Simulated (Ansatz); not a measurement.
Input

```
crystal:
  lattice:
    - [0.0, 5.1300102397, 5.1300102397]
    - [5.1300102397, 0.0, 5.1300102397]
    - [5.1300102397, 5.1300102397, 0.0]
  atoms:
    - { symbol: V, position: [0.0, 0.0, 0.0], spin: 1.43 }
    - { symbol: Co, position: [0.5, 0.5, 0.5] }
    - { symbol: C, position: [0.7957875639, 0.2042124361, 0.2042124361] }
    - { symbol: C, position: [0.2042124361, 0.7957875639, 0.2042124361] }
    - { symbol: C, position: [0.2042124361, 0.2042124361, 0.7957875639] }
    - { symbol: C, position: [0.2042124361, 0.7957875639, 0.7957875639] }
    - { symbol: C, position: [0.7957875639, 0.2042124361, 0.7957875639] }
    - { symbol: C, position: [0.7957875639, 0.7957875639, 0.2042124361] }
    - { symbol: "N", position: [0.6821800204, 0.3178199796, 0.3178199796] }
    - { symbol: "N", position: [0.3178199796, 0.6821800204, 0.3178199796] }
    - { symbol: "N", position: [0.3178199796, 0.3178199796, 0.6821800204] }
    - { symbol: "N", position: [0.3178199796, 0.6821800204, 0.6821800204] }
    - { symbol: "N", position: [0.6821800204, 0.3178199796, 0.6821800204] }
    - { symbol: "N", position: [0.6821800204, 0.6821800204, 0.3178199796] }
basis:
  ecutwfc: 420
kpoints:
  mp_grid: { grid: [6, 6, 6] }
hamiltonian:
  xc: pbe
scf:
  occupations: { method: gaussian, width: 0.1 }
output:
  forces: true
  stress: true
  eigenvalues: true
  populations: true
  write_density: true
  write_potential: true
  elf: true
  volumetric_format: npy
magnetization:
  spin_polarized: true
relax:
  adjacent_minimum: "off"
  f_tol: 0.01
  max_steps: 80
  cell: { stress_tol: 0.05 }
```

Launched as:

```sh
ansatz run input.yaml --threads 1 --pin off --max-ram 2560MiB --backend cpu --events-out ev --progress --plain --runs-dir out
```

Below, planes, directions and counts refer to the conventional cell (a = 10.27 Å, b = 10.27 Å, c = 10.27 Å, α = 90.00°, β = 90.00°, γ = 90.00°).

Space group Fm-3m; a structure generated by program, which may or may not match a known phase; spin-polarised.

The calculation used Ansatz, DFT PBE, scalar-relativistic, plane waves, PAW.

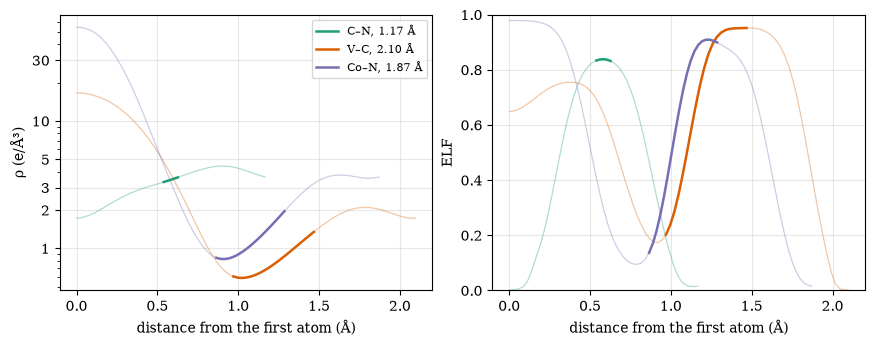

VCoC6N6. Valence pseudo-density and ELF along straight lines between neighbouring atoms. Thin, pale parts lie inside the atomic spheres.

Core electrons are frozen (PAW), and the valence fields are smoothed inside the atomic spheres.

Q: What can be read from the curves?

A: C–N (1.17 Å): ρ at the midpoint is about 3.5 e/Å³; the ELF peaks at about 0.85 between the atoms.
V–C (2.10 Å): ρ at the midpoint is about 0.59 e/Å³; the ELF peaks at about 0.95 in the valence shell of C, 0.6 Å from its nucleus, and is about 0.35 at the midpoint.
Co–N (1.87 Å): the density is about 0.83 e/Å³ at the midpoint; the ELF peaks at about 0.90 in the valence shell of N, 0.6 Å from its nucleus, and is about 0.30 at the midpoint.
